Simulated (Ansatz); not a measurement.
A computed series for TiSi: pressure series

Consider TiSi (space group Pnma, No. 62; a = 6.508 Å, b = 3.633 Å, c = 4.991 Å; a cell from a computed database, its experimental status unchecked).

Cell and atoms are relaxed at each pressure.

Level of theory: DFT with r2SCAN, PAW potentials and a 500 eV plane-wave cutoff in Ansatz (a quantum-chemistry and plane-wave program), no spin-orbit coupling, earlier PAW set.

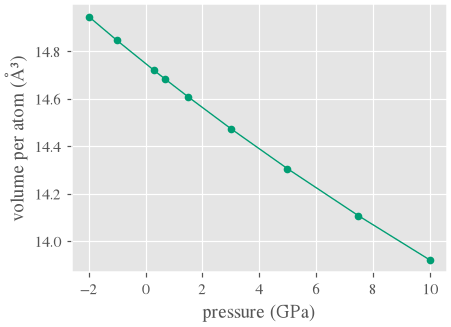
Figure: Volume against pressure

Estimate the zero-pressure bulk modulus from the plot.

About 150 GPa; a third-order Birch–Murnaghan fit to the points gives V₀ = 14.75 Å³/atom, B₀ = 154 GPa and B₀′ = 4.1.

Load acts through the strain it causes; cell and atoms are relaxed under it. No phonon test of stability was made. Competing high-pressure phases were not computed. All final runs are without spin polarisation.
